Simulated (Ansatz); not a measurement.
# AlH2Me (CH5Al): one molecule under many settings

Aim: run AlH2Me (CH5Al) under a spread of inputs, and see what each costs and gives.

Program: Ansatz 0.2.0, Gaussian basis. Level of theory: the settings change from run to run. These are calculated values, not measurements.

### Step 1. The geometry

The structure was relaxed beforehand with PBE-D4 in a triple-zeta def2 set.

7 atoms, charge 0, spin multiplicity 1.

Atoms are counted from 1 here; the program's logs count them from 0.

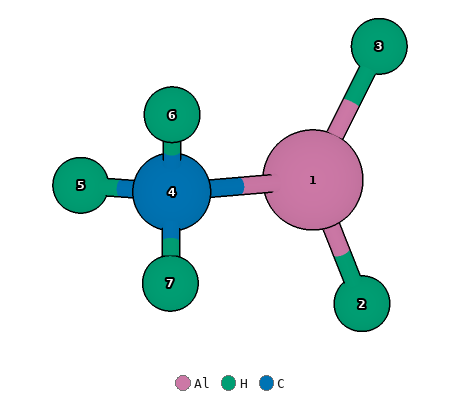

The geometry (aluminium pink, hydrogen teal, carbon blue); atoms are numbered from 1 in the order of the file.

Coordinates:

| atom | x (Å) | y (Å) | z (Å) |
| --- | --- | --- | --- |
| Al1 | 0.5262 | 0.9213 | 0.0073 |
| H2 | 2.1261 | 0.9348 | 0.0267 |
| H3 | -0.2560 | 2.3159 | -0.0504 |
| C4 | -0.4516 | -0.7779 | 0.0205 |
| H5 | -0.5384 | -1.1597 | -1.0122 |
| H6 | -1.4750 | -0.6778 | 0.4101 |
| H7 | 0.0688 | -1.5567 | 0.5980 |

### Step 2. PBE0-DH/6-31++G**

Options: multiplicity 3, the search for lower states set to full.

in.yaml reads:

```yaml
crystal:
  periodic: [false, false, false]
  atoms:
    - {symbol: Al, position_ang: [0.526164, 0.921304, 0.007284]}
    - {symbol: H, position_ang: [2.126087, 0.934820, 0.026669]}
    - {symbol: H, position_ang: [-0.256032, 2.315890, -0.050424]}
    - {symbol: C, position_ang: [-0.451611, -0.777874, 0.020486]}
    - {symbol: H, position_ang: [-0.538433, -1.159708, -1.012159]}
    - {symbol: H, position_ang: [-1.474966, -0.677759, 0.410128]}
    - {symbol: H, position_ang: [0.068801, -1.556662, 0.598006]}
basis:
  gaussian: {orbitals: "6-31++G**"}
magnetization: {spin_polarized: true, initial_magnetization: 2}
hamiltonian: {xc: {name: PBE0-DH}}
scf: {lower_state_search: full}
output: {forces: true}
```

Command:

```
> ansatz run in.yaml --threads 4 --pin off --events-out ev --progress --plain --max-ram 3916MiB
```

The program printed, cut to the lines that bear on the results:

```text
Functional definition: PBE0-DH
  name "PBE0-DH"
  cite "Brémond & Adamo, J. Chem. Phys. 135, 024106 (2011) doi:10.1063/1.3604569"
  cite "Perdew, Burke & Ernzerhof, Phys. Rev. Lett. 77, 3865 (1996) doi:10.1103/PhysRevLett.77.3865"
[...]
637 factors; integrals over basis functions are off by at most 1.7e-3 eV
[...]
mean field -7703.40963817 eV, -283.0950826440 hartree, gradient 6.8e-6 eV, S^2 2.005995; 11 other end points of the search recorded, 0 dependent functions left out
6 core orbitals not correlated: weight in the atoms' cores, before any rotation towards them, 1.000 or more for the frozen orbitals, at most 0.000 for the correlated occupied ones
reference -7703.40967300 eV, -283.0950839241 hartree; 7, 5 occupied and 59, 61 virtual orbitals, 637 factors
second order -7.14424550 eV of doubles, -0.00000000 eV of singles
[...]
Total energy: -7704.30270369 eV, -283.1279021966 hartree
Atom 0 at     0.526164     0.921304     0.007284 Å, force     1.686243     2.828921     0.208838 eV/Å
Atom 1 at     2.126087     0.934820     0.026669 Å, force    -0.000776    -0.688832    -0.021245 eV/Å
Atom 2 at    -0.256032     2.315890    -0.050424 Å, force    -0.636446    -0.322578    -0.041054 eV/Å
Atom 3 at    -0.451611    -0.777874     0.020486 Å, force    -2.339278    -4.261331    -0.539533 eV/Å
Atom 4 at    -0.538433    -1.159708    -1.012159 Å, force     0.374440     0.738444     0.134747 eV/Å
Atom 5 at    -1.474966    -0.677759     0.410128 Å, force     0.512376     0.817305     0.126484 eV/Å
Atom 6 at     0.068801    -1.556662     0.598006 Å, force     0.403441     0.888071     0.131762 eV/Å
Dipole moment:    -0.437064    -0.745958    -0.040404 e Å
```

Run time: 9 s. Hardware: 4 threads of Arm Neoverse V2, shared host.

Largest force 4.891 eV/Å, dipole 4.16 D, ⟨S²⟩ 2.006.

### Step 3. r2SCANh/def2-TZVP

This run has multiplicity 3, D3(BJ) with three-body dispersion.

Edit in.yaml of step 2 so:

```diff
@@ -11,6 +11,5 @@
 basis:
-  gaussian: {orbitals: "6-31++G**"}
+  gaussian: {orbitals: def2-TZVP}
 magnetization: {spin_polarized: true, initial_magnetization: 2}
-hamiltonian: {xc: {name: PBE0-DH}}
-scf: {lower_state_search: full}
+hamiltonian: {xc: {name: r2SCANh}, dispersion: d3bjatm}
 output: {forces: true}
```

The command is unchanged.

The program printed, cut to the lines that bear on the results:

```text
Functional definition: r2SCANh
  name "r2SCANh"
  cite "Bursch, Neugebauer, Ehlert & Grimme, J. Chem. Phys. 156, 134105 (2022) doi:10.1063/5.0086040"
  cite "Furness, Kaplan, Ning, Perdew & Sun, J. Phys. Chem. Lett. 11, 8208 (2020) doi:10.1021/acs.jpclett.0c02405"
  cite "Furness, Kaplan, Ning, Perdew & Sun, J. Phys. Chem. Lett. 11, 9248 (2020) doi:10.1021/acs.jpclett.0c03077"
  parent r2scan
[...]
659 factors; their error is unknown
[...]
mean field -7709.21677927 eV, -283.3084911434 hartree, gradient 6.8e-6 eV, S^2 2.010227; 6 other end points of the search recorded, 0 dependent functions left out
[...]
reference -7709.21679506 eV, -283.3084917237 hartree; 13, 11 occupied and 85, 87 virtual orbitals, 659 factors
Total energy: -7709.23995643 eV, -283.3093428882 hartree
Atom 0 at     0.526164     0.921304     0.007284 Å, force     1.876289    -1.048400     0.247682 eV/Å
Atom 1 at     2.126087     0.934820     0.026669 Å, force    -0.029831     0.506076    -0.049407 eV/Å
Atom 2 at    -0.256032     2.315890    -0.050424 Å, force    -0.676547     0.798981    -0.046911 eV/Å
Atom 3 at    -0.451611    -0.777874     0.020486 Å, force    -1.881519    -1.301310    -0.556571 eV/Å
Atom 4 at    -0.538433    -1.159708    -1.012159 Å, force     0.075063     0.402482     0.231872 eV/Å
Atom 5 at    -1.474966    -0.677759     0.410128 Å, force     0.336051    -0.051833    -0.048107 eV/Å
Atom 6 at     0.068801    -1.556662     0.598006 Å, force     0.300493     0.694003     0.221441 eV/Å
Dipole moment:    -0.377289    -0.142333    -0.035410 e Å
```

Wall time 8.5 s (4 threads of Arm Neoverse V2, shared host).

Largest force 2.354 eV/Å, dipole 1.94 D, ⟨S²⟩ 2.010.

### Step 4. r2SCAN0/6-31G

This run has charge +1, multiplicity 2, density fitting with cc-pVTZ-jkfit, a grid of angular degree 11, D3(BJ) dispersion, the search for lower states set to off.

Edit in.yaml of step 3 so:

```diff
@@ -11,5 +11,7 @@
 basis:
-  gaussian: {orbitals: def2-TZVP}
-magnetization: {spin_polarized: true, initial_magnetization: 2}
-hamiltonian: {xc: {name: r2SCANh}, dispersion: d3bjatm}
+  gaussian: {orbitals: 6-31G, fitting: {mean_field: cc-pVTZ-jkfit}, final_grid: {core_spheres: 5, valence_spheres: 4, degree: 11}}
+total_charge: 1
+magnetization: {spin_polarized: true, initial_magnetization: 1}
+hamiltonian: {xc: {name: r2SCAN0}, dispersion: d3bj}
+scf: {lower_state_search: off}
 output: {forces: true}
```

Launched as before.

The program printed, cut to the lines that bear on the results:

```text
Warning: the engine holds no damping parameters fitted to this dispersion correction and functional, so the run takes those fitted to r2scan0 beside the three-body term, which d3bj leaves out (hamiltonian.dispersion, under Limitations)
Functional definition: r2SCAN0
  name "r2SCAN0"
  cite "Bursch, Neugebauer, Ehlert & Grimme, J. Chem. Phys. 156, 134105 (2022) doi:10.1063/5.0086040"
  cite "Furness, Kaplan, Ning, Perdew & Sun, J. Phys. Chem. Lett. 11, 8208 (2020) doi:10.1021/acs.jpclett.0c02405"
  cite "Furness, Kaplan, Ning, Perdew & Sun, J. Phys. Chem. Lett. 11, 9248 (2020) doi:10.1021/acs.jpclett.0c03077"
  parent r2scan
[...]
350 factors; integrals over basis functions are off by at most 1.7e-3 eV
[...]
mean field -7701.62866009 eV, -283.0296329071 hartree, gradient 5.6e-6 eV, S^2 0.759651; 0 other end points of the search recorded, 0 dependent functions left out
[...]
reference -7701.62866855 eV, -283.0296332179 hartree; 12, 11 occupied and 20, 21 virtual orbitals, 350 factors
Total energy: -7701.65433519 eV, -283.0305764493 hartree
Atom 0 at     0.526164     0.921304     0.007284 Å, force     1.505727     2.607801    -0.027887 eV/Å
Atom 1 at     2.126087     0.934820     0.026669 Å, force     0.095818    -0.738472     0.025208 eV/Å
Atom 2 at    -0.256032     2.315890    -0.050424 Å, force    -0.681041    -0.284306     0.001391 eV/Å
Atom 3 at    -0.451611    -0.777874     0.020486 Å, force    -2.299825    -4.106155    -0.175468 eV/Å
Atom 4 at    -0.538433    -1.159708    -1.012159 Å, force     0.482496     0.828597    -0.166684 eV/Å
Atom 5 at    -1.474966    -0.677759     0.410128 Å, force     0.325564     0.894217     0.157833 eV/Å
Atom 6 at     0.068801    -1.556662     0.598006 Å, force     0.571261     0.798319     0.185607 eV/Å
Dipole moment:    -0.113090    -0.202912    -0.009440 e Å
Checks for a lower state left out: stability, starts, cluster_reference, orbital_swaps, neighbouring_geometries, increment
```

It took 0.7 s on 4 threads of Arm Neoverse V2, shared host.

Largest force 4.710 eV/Å, ⟨S²⟩ 0.760.

### Step 5. LC-wPBE/cc-pVDZ

Set apart from the defaults: charge -1, multiplicity 2, atoms shaken by 0.15 Å.

in.yaml reads:

```yaml
crystal:
  periodic: [false, false, false]
  atoms:
    - {symbol: Al, position_ang: [0.628782, 0.625368, 0.109346]}
    - {symbol: H, position_ang: [2.069159, 0.993710, -0.096882]}
    - {symbol: H, position_ang: [-0.313417, 2.115508, 0.022020]}
    - {symbol: C, position_ang: [-0.530448, -0.834893, -0.139042]}
    - {symbol: H, position_ang: [-0.745026, -1.003399, -0.804138]}
    - {symbol: H, position_ang: [-1.367121, -0.840337, 0.316561]}
    - {symbol: H, position_ang: [0.092464, -1.149990, 0.445299]}
basis:
  gaussian: {orbitals: cc-pVDZ}
total_charge: -1
magnetization: {spin_polarized: true, initial_magnetization: 1}
hamiltonian: {xc: {name: LC-wPBE}}
scf: {omitted_lower_state_checks: [starts]}
output: {forces: true}
```

Launched as before.

The program printed, cut to the lines that bear on the results:

```text
Functional definition: LC-wPBE
  name "LC-wPBE"
  cite "Vydrov & Scuseria, J. Chem. Phys. 125, 234109 (2006) doi:10.1063/1.2409292"
  cite "Heyd & Scuseria, J. Chem. Phys. 120, 7274 (2004) doi:10.1063/1.1668634"
  cite "Ernzerhof & Perdew, J. Chem. Phys. 109, 3313 (1998) doi:10.1063/1.476928"
  cite "Perdew, Burke & Ernzerhof, Phys. Rev. Lett. 77, 3865 (1996) doi:10.1103/PhysRevLett.77.3865"
  parent pbe
[...]
723 factors; their error is unknown
266 factors; integrals over basis functions are off by at most 2.3e-5 eV
[...]
mean field -7703.34831248 eV, -283.0928289666 hartree, gradient 5.2e-5 eV, S^2 0.754568; 0 other end points of the search recorded, 0 dependent functions left out
[...]
reference -7703.34831249 eV, -283.0928289669 hartree; 13, 12 occupied and 44, 45 virtual orbitals, 723 factors
Total energy: -7703.34831249 eV, -283.0928289669 hartree
Atom 0 at     0.628782     0.625368     0.109346 Å, force    -2.145241     3.853379     1.337452 eV/Å
Atom 1 at     2.069159     0.993710    -0.096882 Å, force     1.783922    -0.227044    -0.814292 eV/Å
Atom 2 at    -0.313417     2.115508     0.022020 Å, force     0.585859    -0.448082    -0.068127 eV/Å
Atom 3 at    -0.530448    -0.834893    -0.139042 Å, force     9.821981    13.799653    29.593803 eV/Å
Atom 4 at    -0.745026    -1.003399    -0.804138 Å, force   -10.930165   -11.458452   -40.653559 eV/Å
Atom 5 at    -1.367121    -0.840337     0.316561 Å, force    -6.341619     0.919728     4.459401 eV/Å
Atom 6 at     0.092464    -1.149990     0.445299 Å, force     7.225263    -6.439182     6.145321 eV/Å
Dipole moment:    -0.246462    -0.877169    -0.303844 e Å
Checks for a lower state left out: starts
```

It took 0.85 s on 4 threads of Arm Neoverse V2, shared host.

Largest force 43.629 eV/Å, ⟨S²⟩ 0.755.

### Step 6. The runs in one table

| level | charge | multiplicity | geometry | functions | energy (eV) | time |
| --- | --- | --- | --- | --- | --- | --- |
| PBE0-DH/6-31++G** | 0 | 3 | relaxed | 72 | -7704.303 | 9 s |
| r2SCANh/def2-TZVP | 0 | 3 | relaxed | 98 | -7709.240 | 8.5 s |
| r2SCAN0/6-31G | 1 | 2 | relaxed | 32 | -7701.654 | 0.7 s |
| LC-wPBE/cc-pVDZ | -1 | 2 | shaken | 57 | -7703.348 | 0.85 s |

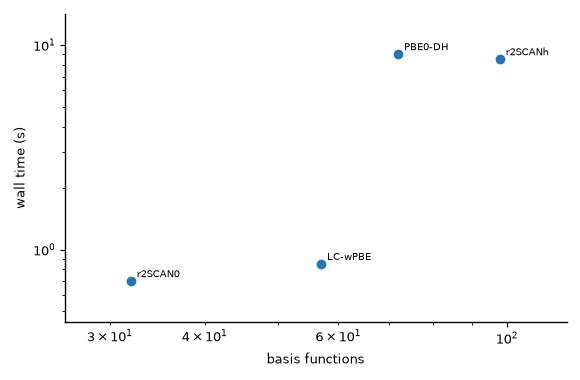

Wall time against the number of basis functions (shared host).

### Step 7. Results

| quantity | value |
| --- | --- |
| runs | 4 |
| quickest | r2SCAN0/6-31G, 0.7 s |
| slowest | PBE0-DH/6-31++G**, 9 s |

In words: The runs differ in state or geometry as well as level, so their energies can't be set against each other. Run time spans a factor of 13, from r2SCAN0/6-31G to PBE0-DH/6-31++G**. The jobs differ in tasks and options as well as level.
